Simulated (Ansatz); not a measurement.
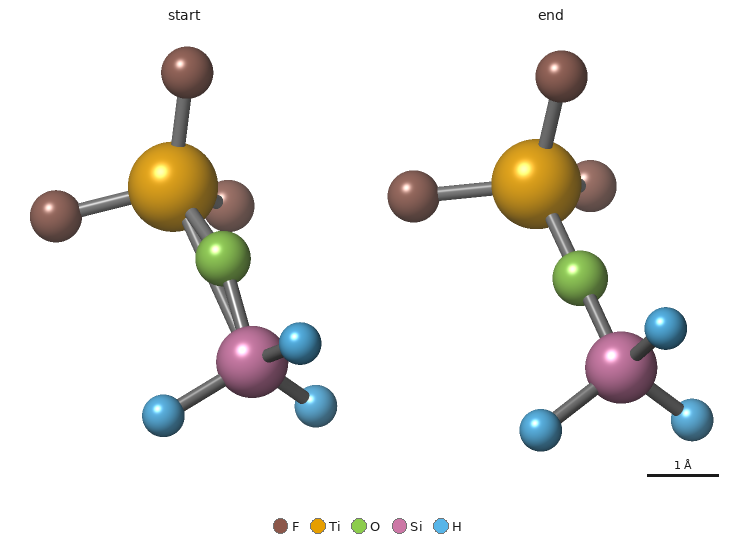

The structure of TiSiH₃OF₃ before (left) and after (right) a relaxation, at one scale.

Style: ball-and-stick. Shown from a free direction.

The start comes from GFN2-xTB.

Theory: RKS PBE0-D4/def2-TZVP in Ansatz.

Input file:
```yaml
crystal:
  periodic: [false, false, false]
  atoms:
    - {symbol: F, position_ang: [2.418600, -1.559990, 0.031590]}
    - {symbol: Ti, position_ang: [1.128100, -0.789540, -0.780450]}
    - {symbol: F, position_ang: [1.686370, 0.432230, -1.836010]}
    - {symbol: F, position_ang: [0.178650, -1.904790, -1.660290]}
    - {symbol: O, position_ang: [0.146440, -0.067730, 0.393900]}
    - {symbol: Si, position_ang: [-1.141140, 0.804010, 0.868730]}
    - {symbol: H, position_ang: [-2.341060, 0.074490, 0.416230]}
    - {symbol: H, position_ang: [-1.018700, 2.129420, 0.231970]}
    - {symbol: H, position_ang: [-1.057240, 0.881900, 2.334330]}
basis:
  gaussian: {orbitals: def2-TZVP}
hamiltonian: {xc: pbe0, dispersion: d4}
relax: {f_tol: 0.005, max_steps: 150}
```

Command:
```bash
ansatz run in.yaml --threads 4 --pin off --events-out ev --progress --plain --max-ram 11315MiB
```

### Describe what moved and what it gained.

The largest move after the best rigid fit is that of O5, 0.41 Å. Largest moves by element: O 0.41 Å, F 0.34 Å, H 0.34 Å, Ti 0.11 Å, Si 0.09 Å. Among the contacts that change: Ti2–Si6 3.226 → 3.413 Å, Ti2–O5 1.692 → 1.759 Å, F1–Ti2 1.708 → 1.750 Å, O5–Si6 1.626 → 1.654 Å. Among the angles between lasting bonds that change: Ti2–O5–Si6 153.0° → 179.5°, O5–Si6–H9 105.9° → 108.5°, F1–Ti2–F3 111.7° → 109.6°. The energy falls by 6.20 kcal/mol in 9 accepted moves (11 points after the start). Largest force component: 1.4 eV/Å at the start, 0.00092 eV/Å at the end. The line search rejected the trial steps at points 5, 7 of the run.
